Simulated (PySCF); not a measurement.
C3H8Ge: geometry relaxation

System: C3H8Ge, SMILES C=C[CH2][GeH3].
Method: PBE0-D3(BJ)/def2-SVP geometry optimisation from the GFN2-xTB point and Hessian, gas phase (PySCF 2.14.0).

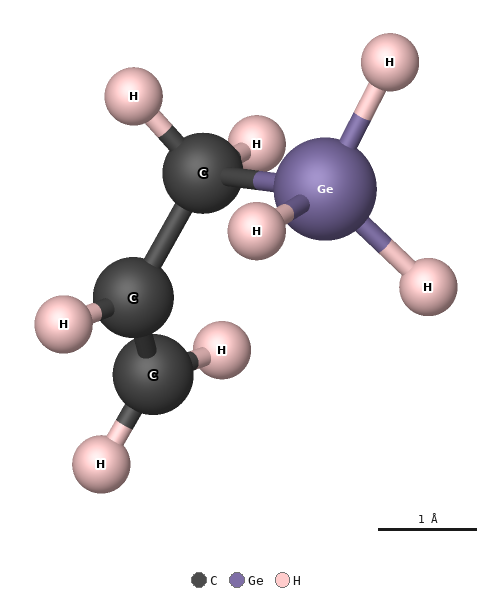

**Figure 1.** The starting structure (ball-and-stick view, seen at a tilt). Sticks mark near contacts. Bond lengths as drawn: C–C 1.32 to 1.49 Å, C–Ge 1.98 Å, C–H 1.08 to 1.09 Å and Ge–H 1.49 to 1.50 Å.

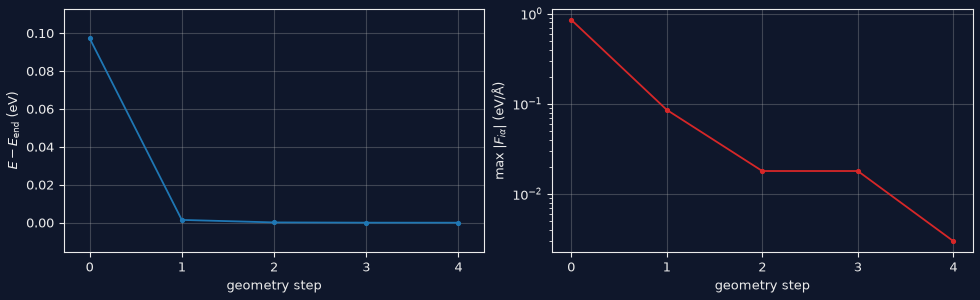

**Figure 2.** Progress of the relaxation, step by step (steps are counted from 0).

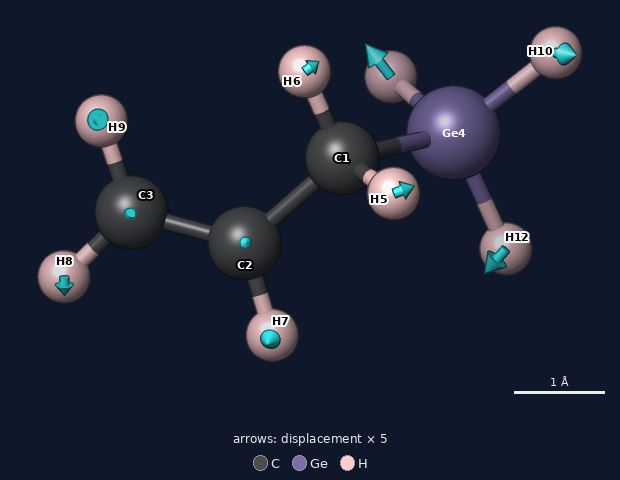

**Figure 3.** The starting structure with the displacements as teal arrows, magnified 5 times (ball-and-stick view, seen at a tilt). The two geometries are laid on each other by the best rigid fit. The energy falls by 0.097 eV in 4 geometry steps. Largest force component: 0.86 eV/Å at the start, 0.003 eV/Å at the end. The largest move after the best rigid fit is that of H11, 0.096 Å. By element the largest moves are H 0.096 Å, C 0.023 Å, Ge 0.007 Å. Among the contacts that change: Ge4–H11 1.494 → 1.540 Å, Ge4–H10 1.498 → 1.542 Å, C3–H8 1.077 → 1.093 Å, C2–C3 1.321 → 1.336 Å. (Atoms are counted from 1 in the order of the input.)

These pictures come from the run below.

**Input file**
```
{"job": {"xc": "PBE0", "basis": "def2-SVP", "kind": "refine"}, "charge": 0, "multiplicity": 1}
C     -0.675681     0.283638     0.536820
C     -0.521757    -0.647383    -0.612785
C     -0.396641    -0.269091    -1.872146
Ge     0.963082     0.310670     1.651434
H     -1.509561    -0.033373     1.167467
H     -0.883627     1.295158     0.185058
H     -0.496052    -1.700156    -0.357585
H     -0.274447    -0.979302    -2.672047
H     -0.419164     0.771262    -2.154733
H      0.787550     1.185864     2.854016
H      2.136730     0.817419     0.878572
H      1.309924    -1.059466     2.140250
```

The first line tells a small driver script what to run in PySCF; the rest is the geometry in Å.

Command:
```bash
OMP_NUM_THREADS=1 python <driver script> task.json out
```

**The program's output**
```
step      E/eV     max force
  0    -59738.41936   0.8908
  1    -59738.51529   0.1090
  2    -59738.51661   0.0248
  3    -59738.51674   0.0206
  4    -59738.51676   0.0032
```

**Trajectory as extended XYZ (Å, eV, eV/Å), 5 frames, from step=0 to step=4**
```
12
Properties=species:S:1:pos:R:3:forces:R:3 step=0 energy=-59738.41936
C    -0.6757    0.2836    0.5368    0.4110  -0.2530   0.0190
C    -0.5218   -0.6474   -0.6128   -0.0940   0.2660   0.6880
C    -0.3966   -0.2691   -1.8721    0.0370  -0.0320  -0.4000
Ge    0.9631    0.3107    1.6514   -0.7180   0.0730  -0.3640
H    -1.5096   -0.0334    1.1675   -0.2030  -0.0400   0.3040
H    -0.8836    1.2952    0.1851   -0.0250   0.3570  -0.0210
H    -0.4961   -1.7002   -0.3576    0.0230  -0.5240   0.0170
H    -0.2744   -0.9793   -2.6720    0.0810  -0.4440  -0.4240
H    -0.4192    0.7713   -2.1547   -0.0110   0.6110  -0.1250
H     0.7875    1.1859    2.8540   -0.1930   0.5200   0.6570
H     2.1367    0.8174    0.8786    0.6040   0.3240  -0.5690
H     1.3099   -1.0595    2.1402    0.0870  -0.8590   0.2180
12
Properties=species:S:1:pos:R:3:forces:R:3 step=1 energy=-59738.51529
C    -0.6749    0.2820    0.5500   -0.0280   0.0310   0.0480
C    -0.5458   -0.6446   -0.6070    0.0160  -0.0860   0.0650
C    -0.3764   -0.2794   -1.8787    0.0030   0.0500  -0.0720
Ge    0.9652    0.3192    1.6483    0.0570  -0.0030   0.0300
H    -1.5014   -0.0246    1.2124    0.0210   0.0050   0.0190
H    -0.8823    1.3102    0.2149    0.0220   0.0180   0.0180
H    -0.5647   -1.7164   -0.3681    0.0050   0.0080  -0.0070
H    -0.2629   -1.0181   -2.6737    0.0040  -0.0460  -0.0380
H    -0.3476    0.7748   -2.1717    0.0030   0.0220  -0.0040
H     0.7477    1.1923    2.9078    0.0090  -0.0520  -0.0800
H     2.1338    0.8971    0.8182   -0.0830  -0.0330   0.0500
H     1.3298   -1.1173    2.0919   -0.0290   0.0860  -0.0290
12
Properties=species:S:1:pos:R:3:forces:R:3 step=2 energy=-59738.51661
C    -0.6735    0.2790    0.5530   -0.0180   0.0130  -0.0110
C    -0.5379   -0.6432   -0.6093    0.0000  -0.0060   0.0160
C    -0.3799   -0.2736   -1.8828    0.0010  -0.0060  -0.0150
Ge    0.9640    0.3163    1.6502    0.0010   0.0030  -0.0010
H    -1.4963   -0.0336    1.2171    0.0060   0.0000   0.0000
H    -0.8819    1.3100    0.2257    0.0080  -0.0080   0.0040
H    -0.5414   -1.7155   -0.3741   -0.0020  -0.0090   0.0050
H    -0.2612   -1.0126   -2.6792    0.0000   0.0050   0.0050
H    -0.3649    0.7814   -2.1744    0.0000   0.0120  -0.0070
H     0.7517    1.2092    2.8893   -0.0010   0.0000   0.0040
H     2.1320    0.8695    0.8138    0.0010   0.0020   0.0000
H     1.3096   -1.1116    2.1150    0.0030  -0.0060   0.0000
12
Properties=species:S:1:pos:R:3:forces:R:3 step=3 energy=-59738.51674
C    -0.6738    0.2855    0.5514   -0.0020  -0.0100  -0.0020
C    -0.5427   -0.6435   -0.6061    0.0010   0.0100  -0.0180
C    -0.3779   -0.2807   -1.8814   -0.0010  -0.0030   0.0110
Ge    0.9643    0.3174    1.6484    0.0030  -0.0030   0.0020
H    -1.4978   -0.0193    1.2175    0.0010   0.0010  -0.0030
H    -0.8744    1.3164    0.2203   -0.0010   0.0020  -0.0030
H    -0.5557   -1.7149   -0.3654    0.0000   0.0060   0.0000
H    -0.2624   -1.0248   -2.6738   -0.0010   0.0100   0.0080
H    -0.3535    0.7734   -2.1786   -0.0010  -0.0150   0.0040
H     0.7434    1.1834    2.9054    0.0020  -0.0010  -0.0010
H     2.1260    0.8989    0.8222   -0.0010  -0.0010   0.0020
H     1.3248   -1.1167    2.0844   -0.0010   0.0060  -0.0020
12
Properties=species:S:1:pos:R:3:forces:R:3 step=4 energy=-59738.51676
C    -0.6730    0.2860    0.5506    0.0020   0.0000   0.0010
C    -0.5409   -0.6430   -0.6065   -0.0010   0.0020   0.0000
C    -0.3797   -0.2808   -1.8820    0.0010  -0.0010   0.0000
Ge    0.9641    0.3171    1.6495    0.0000  -0.0010   0.0020
H    -1.4978   -0.0186    1.2157   -0.0010   0.0000   0.0010
H    -0.8732    1.3168    0.2188   -0.0010   0.0010  -0.0010
H    -0.5501   -1.7140   -0.3651    0.0000  -0.0030   0.0010
H    -0.2634   -1.0244   -2.6742    0.0000   0.0000   0.0010
H    -0.3596    0.7728   -2.1796    0.0000   0.0020  -0.0010
H     0.7439    1.1836    2.9062    0.0000  -0.0010  -0.0020
H     2.1276    0.8967    0.8246    0.0000   0.0000   0.0000
H     1.3225   -1.1169    2.0863    0.0000   0.0020  -0.0010
```

**Summary**

```csv
quantity,value
outcome,converged
total energy,−2195.350017 hartree
hardware,"1 CPU thread, shared host"
wall time,28 s
peak memory,0.57 GiB
```
